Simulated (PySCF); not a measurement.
Cl₄Hf, SMILES `Cl[Hf](Cl)(Cl)Cl`.

Method: PBE/def2-TZVP; geometry: GFN2-xTB; program: PySCF. Core potentials replace the inner electrons of Hf; spin–orbit coupling isn't included. This is a single-reference result, which may miss multireference character in this system. No frequency check shows the geometry to be a minimum. A basis without diffuse functions makes polarisabilities too small. GFN2-xTB bond lengths at metals and heavier atoms can be off by up to 0.1 Å and shapes distorted, which carries into these values.

Coordinates in Å:

```
Cl1      1.2962   -0.9953   -1.5376
Hf2     -0.0001   -0.0000    0.0001
Cl3      1.2962    0.9953    1.5374
Cl4     -1.2959   -1.5383    0.9946
Cl5     -1.2959    1.5383   -0.9949
```

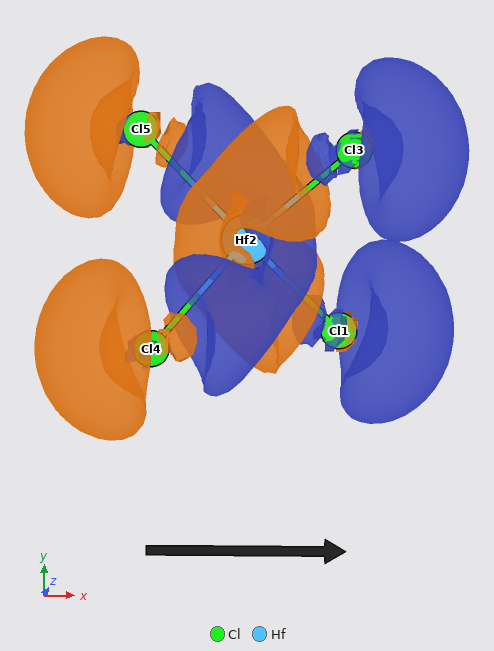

Change of the electron density in a uniform field of 0.51 V/Å along +x (arrow), surfaces at ±0.004 e/Å³ (orange: gain, blue: loss).

What dipole is induced, and what polarisability does it imply?

The induced dipole is 2.17 D (along the field); α along this axis, from the fields in both directions, is 85 bohr³ (12.7 Å³).

Which atoms gain and lose the most charge?

Electrons gather most on Cl4 and Cl5 alike (Hirshfeld charge changes by −0.038 e) and leave Cl1 and Cl3 alike most (+0.040 e); 0.171 electrons are displaced in all.
